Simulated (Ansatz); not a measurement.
# Pressure series in ZnCu

The reference is ZnCu in the CsCl type structure (space group Pm-3m, No. 221; a = 2.9188 Å).

Cell and atoms are relaxed at each pressure.

Computed with DFT with r2SCAN, PAW potentials and a 500 eV plane-wave cutoff in Ansatz (an electronic-structure program), scalar-relativistic without spin-orbit coupling.

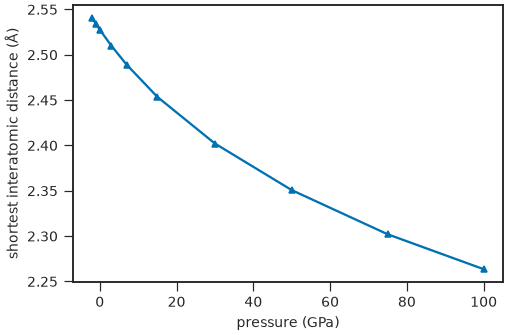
Fig. 1. Shortest interatomic distance against pressure

Question: From the plot, what is the shortest interatomic distance for pressure 30 GPa?

Answer: About 2.40 Å.

Question: Is the trend monotonic over the range shown?

Answer: Yes, it falls throughout, spanning 2.264 Å to 2.541 Å.

Load acts through the strain it causes; cell and atoms are relaxed under it. No phonon test of stability was made. Competing high-pressure phases were not computed. The final runs are not spin-polarised.
